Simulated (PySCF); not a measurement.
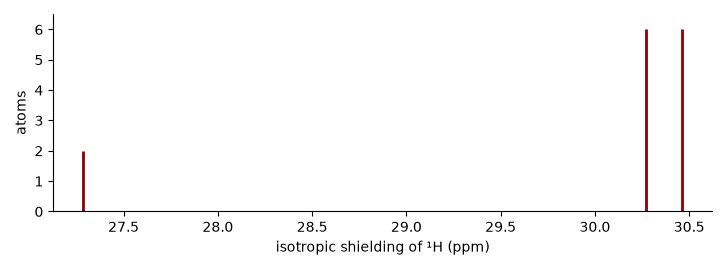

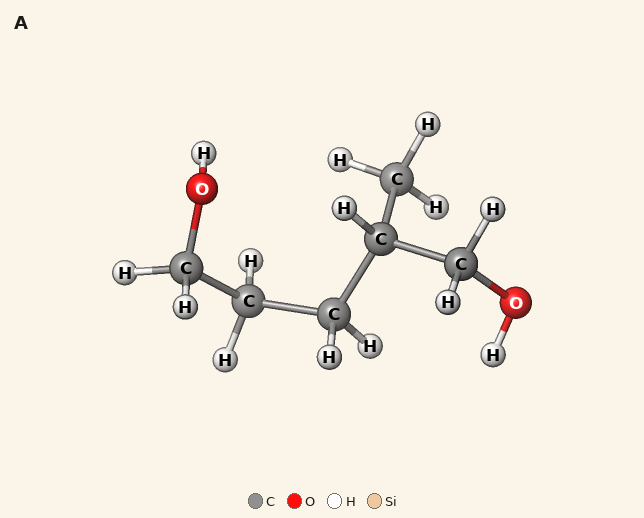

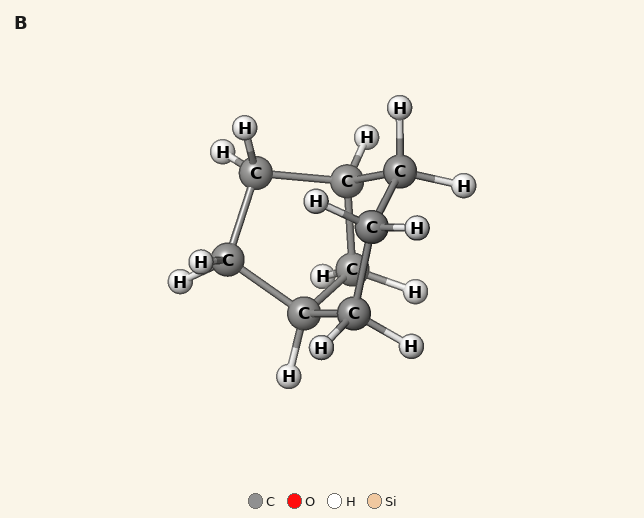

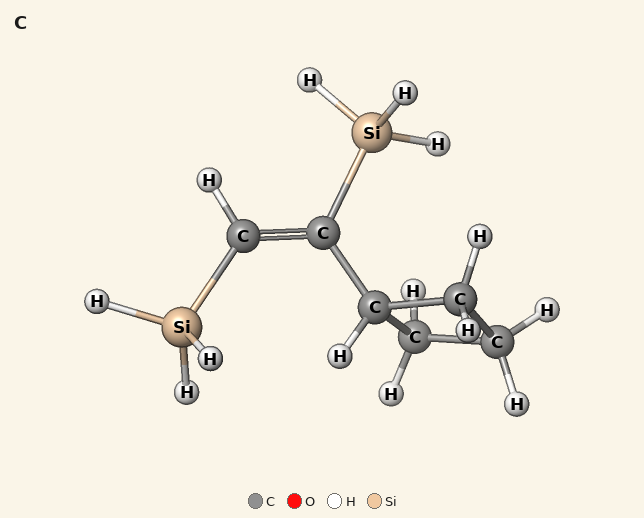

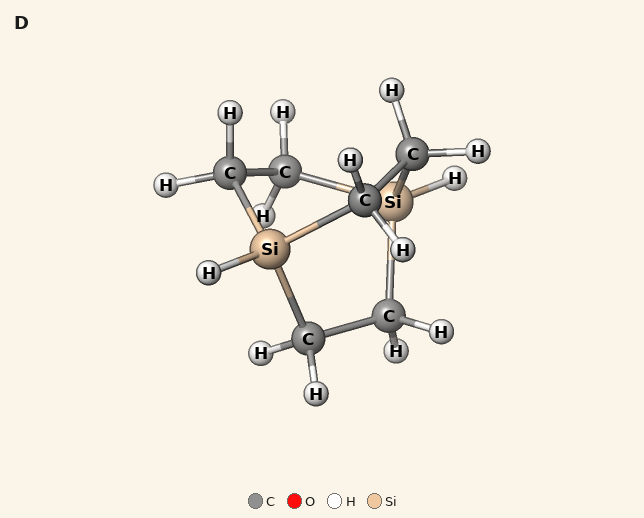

The sticks are computed shieldings of one of the molecules, for one fixed geometry (PBE0-D3(BJ)/def2-SVP) without averaging over rotations. Low shielding means a high chemical shift. Method: GIAO PBE0/pcSseg-1 NMR shielding, non-relativistic, gas phase (PySCF 2.14.0).

Match the spectrum to a structure.

Answer. D, `C1C[SiH]2CC[SiH]1CC2`. Its 14 H atoms give lines at 27.29 (2 atoms), 30.27 (6 atoms), 30.46 (6 atoms) ppm.

The geometry is semi-empirical. Around Si such bond lengths and angles can be off by a tenth of an ångström or more and by several degrees, and values that hang on the shape move with them.
